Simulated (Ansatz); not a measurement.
# C2H6AlFO: geometry relaxation (part 2 of 2)

C2H6AlFO; RKS PBE0-D4/def2-TZVP (Ansatz 0.2.0). The geometry: PBE-D4/def2-SVP start.

Geometry of the input (Å):
```
C  -1.0171  -0.5697  0.8308
C  -0.2636  0.5034  0.0874
O  1.1944  0.3994  0.3630
F  -0.6760  1.7397  0.5367
Al 0.7735  0.2321  -1.5984
H  -2.1013  -0.4729  0.6273
H  -0.6979  -1.5814  0.5131
H  -0.8718  -0.4620  1.9317
H  1.4365  -0.0385  1.2077
H  1.3797  1.4787  -2.3873
H  0.9091  -1.2858  -2.0913
```

**Output, continued**
```
Atom 7 at    -0.857550    -0.452211     1.911678 Å, force     0.000454     0.000471    -0.000648 eV/Å
Atom 8 at     1.405820    -0.133112     1.109040 Å, force     0.001470    -0.002320     0.002296 eV/Å
Atom 9 at     1.362728     1.463322    -2.374103 Å, force     0.000237    -0.000652    -0.000122 eV/Å
Atom 10 at     0.926195    -1.275047    -2.009540 Å, force     0.000487     0.000465     0.000362 eV/Å
Dipole moment:    -0.009545    -0.457151     0.396594 e Å
```

**Trajectory as extended XYZ (Å, eV, eV/Å), 10 frames, from step=1 to step=10**
```
11
Properties=species:S:1:pos:R:3:forces:R:3 step=1 energy=-13524.79596
C    -1.0171   -0.5697    0.8308   -0.1756  -0.0434   0.1882
C    -0.2636    0.5034    0.0874    0.1890  -0.1379  -0.0232
O     1.1944    0.3994    0.3630   -0.1927  -0.1772   0.4574
F    -0.6760    1.7397    0.5367    0.1591  -0.3864  -0.0559
Al    0.7735    0.2321   -1.5984   -0.0006   0.0136   0.2585
H    -2.1013   -0.4729    0.6273    0.5357  -0.0272   0.0732
H    -0.6979   -1.5814    0.5131   -0.1098   0.5114   0.1293
H    -0.8718   -0.4620    1.9317   -0.0545  -0.0698  -0.5173
H     1.4365   -0.0385    1.2077   -0.2381   0.2885  -0.6678
H     1.3797    1.4787   -2.3873   -0.0826  -0.1613   0.0928
H     0.9091   -1.2858   -2.0913   -0.0299   0.1897   0.0649
11
Properties=species:S:1:pos:R:3:forces:R:3 step=2 energy=-13524.82955
C    -1.0112   -0.5656    0.8280   -0.0559  -0.0312   0.0189
C    -0.2630    0.4974    0.0811    0.1206  -0.0250   0.1090
O     1.1866    0.4011    0.3652   -0.0930  -0.0190   0.0268
F    -0.6712    1.7258    0.5397    0.0347  -0.0905  -0.0558
Al    0.7735    0.2314   -1.5889   -0.0215   0.0080   0.1988
H    -2.0830   -0.4714    0.6227    0.1558  -0.0142   0.0214
H    -0.6884   -1.5635    0.5117   -0.0440   0.1240   0.0394
H    -0.8657   -0.4600    1.9170   -0.0085  -0.0057  -0.1666
H     1.4169   -0.0428    1.1966   -0.0786   0.0549  -0.2158
H     1.3713    1.4657   -2.3766   -0.0094  -0.0207   0.0126
H     0.8995   -1.2749   -2.0759   -0.0002   0.0192   0.0112
11
Properties=species:S:1:pos:R:3:forces:R:3 step=3 energy=-13524.83458
C    -1.0093   -0.5650    0.8252    0.0412   0.0182   0.0050
C    -0.2607    0.4971    0.0852   -0.0006   0.0163  -0.0574
O     1.1853    0.4053    0.3623   -0.0582   0.0690  -0.0668
F    -0.6711    1.7243    0.5374    0.0105  -0.0090   0.0124
Al    0.7698    0.2317   -1.5787    0.0050  -0.0074   0.0794
H    -2.0749   -0.4709    0.6180   -0.0256   0.0068  -0.0107
H    -0.6872   -1.5582    0.5100    0.0054  -0.0231  -0.0089
H    -0.8646   -0.4596    1.9080   -0.0026  -0.0047   0.0419
H     1.4150   -0.0500    1.1811    0.0139  -0.0611   0.0182
H     1.3655    1.4623   -2.3681    0.0061   0.0101  -0.0110
H     0.8976   -1.2739   -2.0598    0.0049  -0.0151  -0.0022
11
Properties=species:S:1:pos:R:3:forces:R:3 step=4 energy=-13524.83564
C    -1.0080   -0.5636    0.8261    0.0039   0.0029  -0.0077
C    -0.2639    0.4992    0.0830   -0.0380   0.0119   0.0053
O     1.1810    0.4069    0.3586    0.0238   0.0594  -0.0251
F    -0.6722    1.7251    0.5397   -0.0029   0.0093   0.0008
Al    0.7699    0.2330   -1.5757    0.0255  -0.0160   0.0193
H    -2.0739   -0.4710    0.6190   -0.0275  -0.0017  -0.0016
H    -0.6851   -1.5564    0.5103    0.0034  -0.0220  -0.0080
H    -0.8632   -0.4584    1.9094    0.0031   0.0037   0.0228
H     1.4113   -0.0598    1.1713    0.0100  -0.0463   0.0004
H     1.3666    1.4622   -2.3679   -0.0001   0.0049  -0.0062
H     0.9028   -1.2742   -2.0532   -0.0013  -0.0062  -0.0002
11
Properties=species:S:1:pos:R:3:forces:R:3 step=5 energy=-13524.83676
C    -1.0084   -0.5621    0.8267   -0.0066  -0.0104   0.0049
C    -0.2684    0.5031    0.0824   -0.1041   0.0140   0.0059
O     1.1778    0.4133    0.3537    0.1012   0.0154   0.0844
F    -0.6760    1.7273    0.5429    0.0002   0.0058  -0.0045
Al    0.7742    0.2350   -1.5693    0.0148  -0.0170  -0.0482
H    -2.0757   -0.4725    0.6210    0.0017  -0.0002   0.0028
H    -0.6841   -1.5546    0.5091   -0.0018  -0.0028  -0.0010
H    -0.8626   -0.4573    1.9108    0.0017   0.0018  -0.0081
H     1.4121   -0.0764    1.1528   -0.0030  -0.0072  -0.0416
H     1.3668    1.4624   -2.3694   -0.0025  -0.0044   0.0021
H     0.9098   -1.2752   -2.0401   -0.0016   0.0050   0.0036
11
Properties=species:S:1:pos:R:3:forces:R:3 step=6 energy=-13524.83813
C    -1.0091   -0.5608    0.8254    0.0412   0.0076   0.0347
C    -0.2723    0.5088    0.0832   -0.0680   0.0033  -0.0184
O     1.1794    0.4285    0.3607    0.0631  -0.0067  -0.0019
F    -0.6818    1.7304    0.5439   -0.0194   0.0114  -0.0063
Al    0.7784    0.2349   -1.5635   -0.0111   0.0152  -0.0217
H    -2.0770   -0.4733    0.6238   -0.0036   0.0072  -0.0111
H    -0.6832   -1.5516    0.5040   -0.0031  -0.0050  -0.0001
H    -0.8599   -0.4576    1.9091   -0.0056  -0.0084  -0.0042
H     1.4127   -0.0985    1.1345   -0.0037  -0.0249   0.0143
H     1.3631    1.4593   -2.3726    0.0070   0.0001   0.0008
H     0.9151   -1.2770   -2.0278    0.0033   0.0002   0.0139
11
Properties=species:S:1:pos:R:3:forces:R:3 step=7 energy=-13524.83876
C    -1.0065   -0.5585    0.8276    0.0028   0.0179  -0.0009
C    -0.2804    0.5158    0.0810   -0.0076  -0.0373  -0.0065
O     1.1786    0.4398    0.3623    0.0605  -0.0601   0.0775
F    -0.6938    1.7348    0.5401    0.0013   0.0028   0.0033
Al    0.7795    0.2414   -1.5603   -0.0111   0.0078   0.0143
H    -2.0750   -0.4736    0.6280   -0.0122  -0.0039   0.0011
H    -0.6802   -1.5483    0.5028    0.0026   0.0017  -0.0026
H    -0.8549   -0.4569    1.9108    0.0005   0.0038  -0.0043
H     1.4080   -0.1351    1.1055   -0.0378   0.0664  -0.0758
H     1.3662    1.4605   -2.3757   -0.0008   0.0002  -0.0026
H     0.9238   -1.2766   -2.0017    0.0018   0.0006  -0.0035
11
Properties=species:S:1:pos:R:3:forces:R:3 step=8 energy=-13524.83896
C    -1.0074   -0.5587    0.8279    0.0140   0.0010  -0.0029
C    -0.2783    0.5128    0.0809   -0.0119  -0.0051  -0.0039
O     1.1803    0.4358    0.3621    0.0132  -0.0251   0.0329
F    -0.6905    1.7328    0.5399   -0.0007   0.0087  -0.0006
Al    0.7790    0.2408   -1.5617   -0.0024  -0.0009   0.0056
H    -2.0761   -0.4741    0.6280   -0.0013   0.0025  -0.0022
H    -0.6809   -1.5488    0.5045   -0.0011  -0.0030   0.0029
H    -0.8561   -0.4554    1.9110   -0.0006   0.0005  -0.0015
H     1.4066   -0.1277    1.1130   -0.0084   0.0201  -0.0304
H     1.3655    1.4610   -2.3759   -0.0014   0.0018   0.0008
H     0.9233   -1.2754   -2.0091    0.0006  -0.0005  -0.0007
11
Properties=species:S:1:pos:R:3:forces:R:3 step=9 energy=-13524.83899
C    -1.0069   -0.5587    0.8279   -0.0021   0.0092   0.0053
C    -0.2783    0.5127    0.0806    0.0012  -0.0073  -0.0050
O     1.1805    0.4349    0.3626    0.0048  -0.0029   0.0044
F    -0.6898    1.7334    0.5388   -0.0020  -0.0039   0.0002
Al    0.7793    0.2403   -1.5613   -0.0016   0.0025   0.0008
H    -2.0756   -0.4739    0.6271   -0.0007  -0.0013   0.0003
H    -0.6806   -1.5496    0.5067    0.0016   0.0025  -0.0021
H    -0.8565   -0.4535    1.9109   -0.0020  -0.0013   0.0009
H     1.4056   -0.1294    1.1125   -0.0006   0.0021  -0.0064
H     1.3633    1.4623   -2.3747    0.0008   0.0001   0.0004
H     0.9244   -1.2753   -2.0106    0.0006   0.0003   0.0012
11
Properties=species:S:1:pos:R:3:forces:R:3 step=10 energy=-13524.83901
C    -1.0072   -0.5581    0.8287    0.0002  -0.0001   0.0010
C    -0.2788    0.5124    0.0802   -0.0015  -0.0014   0.0016
O     1.1810    0.4353    0.3625   -0.0037   0.0017  -0.0027
F    -0.6904    1.7331    0.5379    0.0018   0.0002  -0.0010
Al    0.7796    0.2407   -1.5610   -0.0002   0.0020  -0.0003
H    -2.0759   -0.4743    0.6273    0.0014  -0.0003  -0.0010
H    -0.6801   -1.5490    0.5080   -0.0008   0.0000   0.0005
H    -0.8576   -0.4522    1.9117    0.0005   0.0005  -0.0006
H     1.4058   -0.1331    1.1090    0.0015  -0.0023   0.0023
H     1.3627    1.4633   -2.3741    0.0002  -0.0007  -0.0001
H     0.9262   -1.2750   -2.0095    0.0005   0.0005   0.0004
```

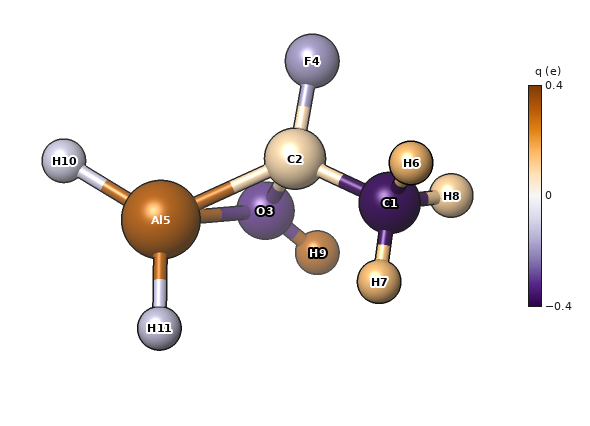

Mulliken charges, as the colour of each atom (ball-and-stick view, seen at a tilt; atoms are numbered from 1 in the order of the input; Mulliken charges depend strongly on the basis). By element: C −0.38 to +0.09, O −0.33, F −0.20, Al +0.32 and H −0.12 to +0.32 e.
